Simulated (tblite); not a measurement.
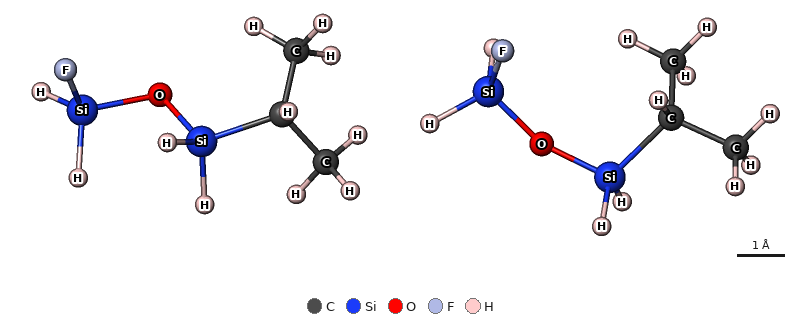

Two geometries of C₃H₁₁FOSi₂, drawn at one scale. One is the start of a relaxation, the other its converged end. Style: ball-and-stick. Shown face on.

Level of theory: GFN2-xTB geometry optimisation, gas phase in tblite 0.8.0. 

> Which of the two is the end point?

The right one is the relaxed one. The atom that moves furthest after the best rigid fit is an H atom (2.03 Å). Largest moves by element: H 2.03 Å, O 1.26 Å, F 0.93 Å, Si 0.87 Å, C 0.76 Å. Near-neighbour distances that change, for instance: Si–Si 2.741 → 3.181 Å, O–Si 1.727 → 1.604 Å, O–Si 1.724 → 1.630 Å, F–Si 1.700 → 1.606 Å. Bond angles that change, for instance: Si–O–Si 105.2° → 159.3°, H–Si–H 111.3° → 119.3°, F–Si–H 110.9° → 105.5°. Groups turn about O–Si by about 145°, O–Si by about 110°, C–Si by about 65°. Over 210 geometry steps the energy falls by 1.709 eV. Cost: 1.7 s on 1 thread of Arm Neoverse V1, on a shared host.
